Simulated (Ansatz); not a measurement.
**r2SCAN/def2-SVPD run of BHOF2 (SMILES OB(F)F)**

What is the vertical singlet–triplet gap of BHOF2 at r2SCAN/def2-SVPD? 

The calculation is run with Ansatz 0.2.0.

63 further runs of the same task are left out: 63 set aside as unsound or not needed.

### Step 1. Starting point

The species is BHOF2 (5 atoms), meant as a singlet with charge 0. As SMILES, `OB(F)F`. Geometry: relaxed at PBE0-D4/def2-TZVP.

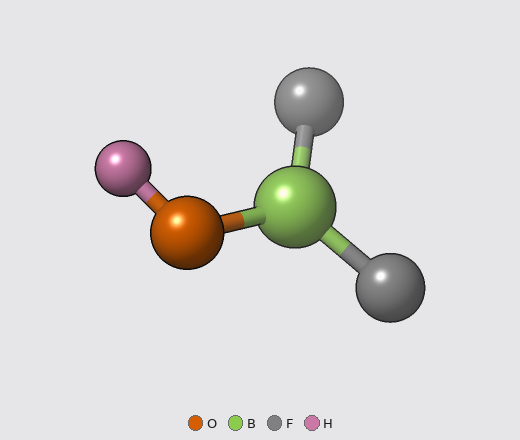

The structure, seen from a chosen angle (oxygen orange, boron green, fluorine grey, hydrogen pink).

### Step 2. The energy at r2SCAN/def2-SVPD

Contents of job.yaml:

```yaml
crystal:
  periodic: [false, false, false]
  atoms:
    - {symbol: O, position_ang: [0.038630, 1.000750, 0.174310]}
    - {symbol: B, position_ang: [0.105760, -0.342460, 0.137210]}
    - {symbol: F, position_ang: [0.731030, -0.986880, 1.100700]}
    - {symbol: F, position_ang: [-0.439530, -1.051930, -0.843330]}
    - {symbol: H, position_ang: [-0.435890, 1.380520, -0.568880]}
basis:
  gaussian: {orbitals: def2-SVPD}
output: {orbitals: {seedname: orbitals}}
accuracy: high
hamiltonian: {xc: {name: r2SCAN}}
```

Launch:

```sh
$ ansatz run job.yaml --threads 1 --pin off --max-ram 3480MiB --events-out events.jsonl --progress --plain --runs-dir runs
```

Output:

```text
Warning: RAYON_NUM_THREADS=1 ignored (pool sized by the plan → 1); use --threads N
Functional definition: r2SCAN
  name "r2SCAN"
  parameter k0 = 0.174
  parameter k1 = 0.065
  parameter a1 = 4.9479
  exchange = r2scan_x(k0 = k0, k1 = k1, a1 = a1)
  correlation = r2scan_c
1902 factors; integrals over basis functions are off by at most 3.2e-9 eV
mean field evaluation 1: about -8163.0064 eV, gradient 6.0e1 eV
mean field evaluation 2: about -8152.4547 eV, gradient 9.7e1 eV
mean field evaluation 4: about -8168.6240 eV, gradient 4.5e0 eV
mean field evaluation 8: about -8168.6607 eV, gradient 6.7e-2 eV
mean field evaluation 16: about -8168.6607 eV, gradient 7.1e-7 eV
mean field -8168.66072861 eV, -300.1927448592 hartree, gradient 3.8e-8 eV, S^2 0.000000; 0 other end points of the search recorded, 0 dependent functions left out
reference -8168.66072947 eV, -300.1927448908 hartree; 16, 16 occupied and 81, 81 virtual orbitals, 1902 factors
Total energy: -8168.66072947 eV, -300.1927448908 hartree
```

Wall time 8.1 s (1 thread of Arm Neoverse V2, shared host); peak memory 0.27 GiB.

### Step 3. The triplet at the same level

Contents of run.yaml:

```yaml
crystal:
  periodic: [false, false, false]
  atoms:
    - {symbol: O, position_ang: [0.038630, 1.000750, 0.174310]}
    - {symbol: B, position_ang: [0.105760, -0.342460, 0.137210]}
    - {symbol: F, position_ang: [0.731030, -0.986880, 1.100700]}
    - {symbol: F, position_ang: [-0.439530, -1.051930, -0.843330]}
    - {symbol: H, position_ang: [-0.435890, 1.380520, -0.568880]}
basis:
  gaussian:
    orbitals: def2-SVPD
magnetization:
  spin_polarized: true
  initial_magnetization: 2
hamiltonian:
  xc: r2scan
accuracy: high
output:
  orbitals: {seedname: orbitals}
```

Launch:

```sh
$ ansatz run run.yaml --threads 1 --pin off --max-ram 3480MiB --events-out events.jsonl --progress --plain --runs-dir runs
```

Output (excerpt; [...] marks lines left out):

```text
Warning: RAYON_NUM_THREADS=1 ignored (pool sized by the plan → 1); use --threads N
[... 7 set-up lines as earlier in the session ...]
1902 factors; integrals over basis functions are off by at most 3.2e-9 eV
mean field evaluation 1: about -8152.9381 eV, gradient 3.8e1 eV
mean field evaluation 2: about -8123.6732 eV, gradient 8.9e1 eV
mean field evaluation 4: about -8157.5131 eV, gradient 2.0e1 eV
mean field evaluation 8: about -8159.7988 eV, gradient 1.1e0 eV
mean field evaluation 16: about -8159.8126 eV, gradient 4.1e-4 eV
mean field evaluation 32: about -8158.3570 eV, gradient 1.2e1 eV
mean field evaluation 64: about -8159.1969 eV, gradient 2.3e-1 eV
mean field -8159.81255553 eV, -299.8675804962 hartree, gradient 7.2e-8 eV, S^2 2.003883; 8 other end points of the search recorded, 0 dependent functions left out
reference -8159.81256294 eV, -299.8675807685 hartree; 17, 15 occupied and 80, 82 virtual orbitals, 1902 factors
Total energy: -8159.81256294 eV, -299.8675807685 hartree
```

Run time: 59 s. Hardware: 1 thread of Arm Neoverse V2, shared host; peak memory 0.43 GiB.

### Step 4. Summary of results

At r2SCAN/def2-SVPD:

```
                                        quantity          value
                           singlet: total energy  -300.19274 Eh
                            singlet: HOMO energy       -9.50 eV
                            singlet: LUMO energy       -0.11 eV
                          singlet: HOMO–LUMO gap        9.39 eV
                           triplet: total energy  -299.86758 Eh
     triplet: HOMO energy (highest over α and β)       -2.50 eV
                                   triplet: ⟨S²⟩          2.004
vertical energy of the triplet above the singlet       8.848 eV
```

At this shape the triplet lies 8.85 eV (854 kJ/mol) above the singlet.
